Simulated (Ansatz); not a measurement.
# One shape, several levels: doublet H3PO+

Wanted: a comparison of 6 runs (U-r2SCAN0/STO-3G, U-revPBE/STO-3G, UB2PLYP/STO-3G, UBLYP/STO-3G, UPBE/STO-3G, RPA@PBE/STO-3G) of doublet H3PO+. 

The results are computed with Ansatz 0.2.0.

62 further runs of the same task are left out: 5 that didn't finish, 57 set aside as unsound or not needed.

### Step 1. The structure to begin with

The species is H3PO+ (5 atoms), meant as a doublet with charge +1. As SMILES of the parent species, `O=[PH3]`. The coordinates come from a GFN2-xTB relaxation. That shape belongs to the parent species and isn't relaxed for this state.

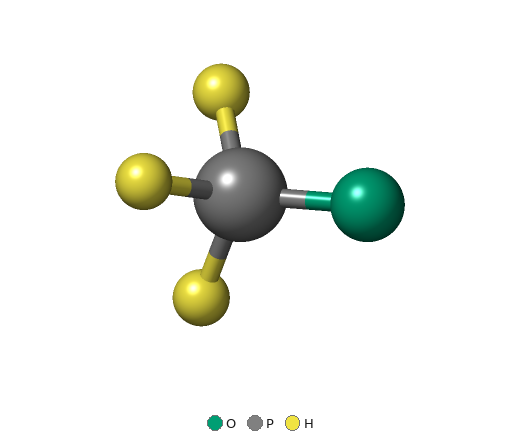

The structure, seen from a chosen angle (oxygen teal, phosphorus grey, hydrogen yellow).

### Step 2. The energy at U-r2SCAN0/STO-3G (run 1)

Input file in.yaml:

```yaml
crystal:
  periodic: [false, false, false]
  atoms:
    - {symbol: O, position_ang: [-1.381960, -0.328270, 0.532950]}
    - {symbol: P, position_ang: [-0.058510, -0.014650, 0.022530]}
    - {symbol: H, position_ang: [0.807060, 0.564860, 0.939400]}
    - {symbol: H, position_ang: [0.663660, -1.098320, -0.454890]}
    - {symbol: H, position_ang: [-0.030250, 0.876380, -1.039990]}
basis:
  gaussian:
    orbitals: STO-3G
total_charge: 1
magnetization:
  spin_polarized: true
  initial_magnetization: 1
hamiltonian:
  xc: {name: r2SCAN0}
accuracy: high
```

Run with:

```sh
$ ansatz run in.yaml --threads 1 --pin off --max-ram 2610MiB --events-out events.jsonl --progress --plain --runs-dir runs
```

The program printed:

```text
Warning: RAYON_NUM_THREADS=1 ignored (pool sized by the plan → 1); use --threads N
Functional definition: r2SCAN0
  name "r2SCAN0"
  parameter a = 0.25
  parameter k0 = 0.174
  parameter k1 = 0.065
  parameter a1 = 4.9479
  exchange = (1 - a)*r2scan_x(k0 = k0, k1 = k1, a1 = a1) + a*exact_x
  correlation = r2scan_c
290 factors; integrals over basis functions are off by at most 2.3e-8 eV
mean field evaluation 1: about -11228.2249 eV, gradient 3.4e1 eV
mean field evaluation 2: about -11185.5875 eV, gradient 9.6e1 eV
mean field evaluation 4: about -11239.3060 eV, gradient 2.7e0 eV
mean field evaluation 8: about -11239.3553 eV, gradient 3.9e-2 eV
mean field evaluation 16: about -11239.3553 eV, gradient 2.1e-5 eV
mean field evaluation 32: about -11239.3552 eV, gradient 1.7e-2 eV
mean field evaluation 64: about -11239.3314 eV, gradient 1.2e0 eV
mean field -11239.35534191 eV, -413.0386905065 hartree, gradient 1.3e-8 eV, S^2 0.754667; 2 other end points of the search recorded, 0 dependent functions left out
reference -11239.35534243 eV, -413.0386905257 hartree; 13, 12 occupied and 4, 5 virtual orbitals, 290 factors
Total energy: -11239.35534243 eV, -413.0386905257 hartree
```

It took 38 s on 1 thread of Arm Neoverse V1, shared host; peak memory 0.21 GiB.

### Step 3. A single-point energy at U-revPBE/STO-3G (run 2)

Input file job.yaml:

```yaml
crystal:
  periodic: [false, false, false]
  atoms:
    - {symbol: O, position_ang: [-1.381960, -0.328270, 0.532950]}
    - {symbol: P, position_ang: [-0.058510, -0.014650, 0.022530]}
    - {symbol: H, position_ang: [0.807060, 0.564860, 0.939400]}
    - {symbol: H, position_ang: [0.663660, -1.098320, -0.454890]}
    - {symbol: H, position_ang: [-0.030250, 0.876380, -1.039990]}
basis:
  gaussian: {orbitals: STO-3G}
total_charge: 1
magnetization: {spin_polarized: true, initial_magnetization: 1}
hamiltonian: {xc: {name: revPBE}}
accuracy: high
```

Run with:

```sh
$ ansatz run job.yaml --threads 1 --pin off --max-ram 2610MiB --events-out events.jsonl --progress --plain --runs-dir runs
```

The program printed:

```text
Warning: RAYON_NUM_THREADS=1 ignored (pool sized by the plan → 1); use --threads N
Functional definition: revPBE
  name "revPBE"
  parameter kappa = 1.245
  parameter beta = 0.06672455060314922
  exchange = pbe_x(kappa = kappa, mu = beta*pi^2/3)
  correlation = pbe_c(beta = beta)
290 factors; integrals over basis functions are off by at most 2.3e-8 eV
mean field evaluation 1: about -11225.6498 eV, gradient 3.7e1 eV
mean field evaluation 2: about -11077.2429 eV, gradient 1.4e2 eV
mean field evaluation 4: about -11237.8680 eV, gradient 6.3e0 eV
mean field evaluation 8: about -11238.1297 eV, gradient 1.9e-1 eV
mean field evaluation 16: about -11238.1301 eV, gradient 4.5e-4 eV
mean field evaluation 32: about -11238.1306 eV, gradient 3.2e-2 eV
mean field evaluation 64: about -11238.1308 eV, gradient 2.0e-2 eV
mean field -11238.13098156 eV, -412.9936960936 hartree, gradient 7.4e-8 eV, S^2 0.752231; 6 other end points of the search recorded, 0 dependent functions left out
reference -11238.13098356 eV, -412.9936961672 hartree; 13, 12 occupied and 4, 5 virtual orbitals, 290 factors
Total energy: -11238.13098356 eV, -412.9936961672 hartree
```

It took 19 s on 1 thread of Arm Neoverse V1, shared host; peak memory 0.12 GiB.

Run 3 isn't shown in full; the table further down has it.

### Step 4. A single-point energy at UBLYP/STO-3G (run 4)

Input file run.yaml:

```yaml
crystal:
  periodic: [false, false, false]
  atoms:
    - {symbol: O, position_ang: [-1.381960, -0.328270, 0.532950]}
    - {symbol: P, position_ang: [-0.058510, -0.014650, 0.022530]}
    - {symbol: H, position_ang: [0.807060, 0.564860, 0.939400]}
    - {symbol: H, position_ang: [0.663660, -1.098320, -0.454890]}
    - {symbol: H, position_ang: [-0.030250, 0.876380, -1.039990]}
basis:
  gaussian:
    orbitals: STO-3G
magnetization:
  spin_polarized: true
  initial_magnetization: 1
total_charge: 1
hamiltonian:
  xc: {name: BLYP}
accuracy: high
```

Run with:

```sh
$ ansatz run run.yaml --threads 1 --pin off --max-ram 2610MiB --events-out events.jsonl --progress --plain --runs-dir runs
```

The program printed:

```text
Warning: RAYON_NUM_THREADS=1 ignored (pool sized by the plan → 1); use --threads N
Functional definition: BLYP
  name "BLYP"
  parameter beta = 0.0042
  parameter a = 0.04918
  parameter b = 0.132
  parameter c = 0.2533
  parameter d = 0.349
  exchange = b88_x(beta = beta)
  correlation = lyp_c(a = a, b = b, c = c, d = d)
290 factors; integrals over basis functions are off by at most 2.3e-8 eV
mean field evaluation 1: about -11225.6182 eV, gradient 3.8e1 eV
mean field evaluation 2: about -11064.8050 eV, gradient 1.5e2 eV
mean field evaluation 4: about -11238.2971 eV, gradient 6.6e0 eV
mean field evaluation 8: about -11238.5894 eV, gradient 1.8e-1 eV
mean field evaluation 16: about -11238.5898 eV, gradient 8.1e-4 eV
mean field evaluation 32: about -11238.5898 eV, gradient 6.5e-8 eV
mean field evaluation 64: about -11238.5904 eV, gradient 9.3e-2 eV
mean field -11238.59071211 eV, -413.0105908796 hartree, gradient 1.1e-8 eV, S^2 0.752348; 6 other end points of the search recorded, 0 dependent functions left out
reference -11238.59074414 eV, -413.0105920568 hartree; 13, 12 occupied and 4, 5 virtual orbitals, 290 factors
Total energy: -11238.59074414 eV, -413.0105920568 hartree
```

It took 19 s on 1 thread of Arm Neoverse V1, shared host; peak memory 0.12 GiB.

Run 5 isn't shown in full; the table further down has it.

### Step 5. The energy at RPA@PBE/STO-3G (run 6)

Input file molecule.yaml:

```yaml
crystal:
  periodic: [false, false, false]
  atoms:
    - symbol: O
      position_ang: [-1.381960, -0.328270, 0.532950]
    - symbol: P
      position_ang: [-0.058510, -0.014650, 0.022530]
    - symbol: H
      position_ang: [0.807060, 0.564860, 0.939400]
    - symbol: H
      position_ang: [0.663660, -1.098320, -0.454890]
    - symbol: H
      position_ang: [-0.030250, 0.876380, -1.039990]
basis:
  gaussian:
    orbitals: STO-3G
total_charge: 1
magnetization:
  spin_polarized: true
  initial_magnetization: 1
hamiltonian:
  xc: pbe
correlation:
  method: rpa
  frozen_orbitals: {H: 0, O: 1, P: 5}
accuracy: high
```

Run with:

```sh
$ ansatz run molecule.yaml --threads 1 --pin off --max-ram 2610MiB --events-out events.jsonl --progress --plain --runs-dir runs
```

The program printed (excerpt; [...] marks lines left out):

```text
Warning: RAYON_NUM_THREADS=1 ignored (pool sized by the plan → 1); use --threads N
Functional definition: PBE
  name "PBE"
[...]
290 factors; integrals over basis functions are off by at most 2.3e-8 eV
[...]
mean field -11233.41936772 eV, -412.8205474787 hartree, gradient 1.4e-8 eV, S^2 0.752171; 8 other end points of the search recorded, 0 dependent functions left out
6 core orbitals not correlated: weight in the atoms' cores, before any rotation towards them, 0.999 or more for the frozen orbitals, at most 0.000 for the correlated occupied ones
reference -11215.23815915 eV, -412.1524003873 hartree; 7, 6 occupied and 4, 5 virtual orbitals, 290 factors
Total energy: -11219.86388534 eV, -412.3223926894 hartree
```

It took 29 s on 1 thread of Arm Neoverse V1, shared host; peak memory 0.12 GiB.

### Step 6. All runs side by side

```
run             level  frozen core orbitals  energy (Eh)   ⟨S²⟩  wall time
  1  U-r2SCAN0/STO-3G                     –  -413.038691  0.755       38 s
  2   U-revPBE/STO-3G                     –  -412.993696  0.752       19 s
  3    UB2PLYP/STO-3G                     6  -412.831118  0.755       13 s
  4      UBLYP/STO-3G                     –  -413.010592  0.752       19 s
  5       UPBE/STO-3G                     –  -412.820548  0.752       19 s
  6    RPA@PBE/STO-3G                     6  -412.322393  0.752       29 s
```

### Step 7. Results

```
                                quantity          value
                     run 6: total energy  -412.32239 Eh
 run 6: RPA correlation energy (valence)     -170.0 mEh
run 6: ⟨S²⟩ of the reference determinant          0.752
```

Totals of different functionals can't be ranked against each other. In runs 1, 2, 3, 4, 5, 6 the basis is minimal, so the values are rough. All runs together took 2.3 min, the longest 38 s.
